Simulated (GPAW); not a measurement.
The O K edge of atom 3 in TiO2 (Rutile, P4_2/mnm), with 2 Ti at 1.95 Å and 1 Ti at 1.98 Å (distorted trigonal planar, site symmetry m2m), was computed in 2 ways: full core hole (charged cell) and no core hole. Program and functional: GPAW, PBE, Gaussian full width 0.9 eV up to 4 eV, rising linearly to 3.5 eV at 25 eV; cells of 6 and 12 atoms (the run without a hole in the smaller).

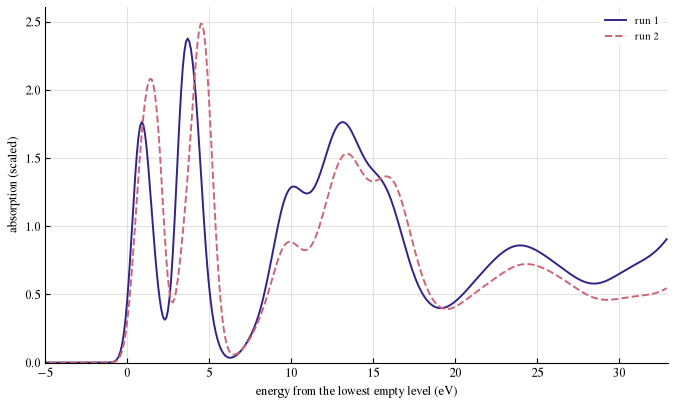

Each run is counted from its own lowest empty level or Fermi level and scaled to a mean of 1 over its first 20 eV.

Question: Which run is which?

Run 1: full core hole (charged cell) (area from −2 to 6 eV 6.8, main maxima 0.9 eV (1.76), 3.7 eV (2.38), 10.2 eV (1.29) and 13.2 eV (1.76)). Run 2: no core hole (area from −2 to 6 eV 8.1, main maxima 1.4 eV (2.08), 4.5 eV (2.49), 9.9 eV (0.89) and 13.4 eV (1.53)). With each curve scaled to its own mean, the area from −2 to 6 eV with the hole is 6.8 against 8.1, and the centre of weight from −1 to 20 eV moves by +0.3 eV (first and strongest maxima below 20 eV: 1.4 eV (2.08), 4.5 eV (2.49) and 13.4 eV (1.53) without the hole, 0.9 eV (1.76), 3.7 eV (2.38) and 13.2 eV (1.76) with it): the weight at the onset falls, probably as the absorber's own filled states drop away from the neighbours' empty ones and mix less with them.

[Hosts, paths, dates, database ids (printed as entryN), source tags and the programs' standing remarks are cut or masked in the printed files.]

[Lists of maxima count a maximum above −3 eV only where it reaches 4 % of the highest in the window and stands out from its surroundings by 2 % of it (1.5 % where it reaches 55 %); shoulders and weaker maxima are passed over, and of the rest the first, up to two pre-edge ones and the few strongest are named.]
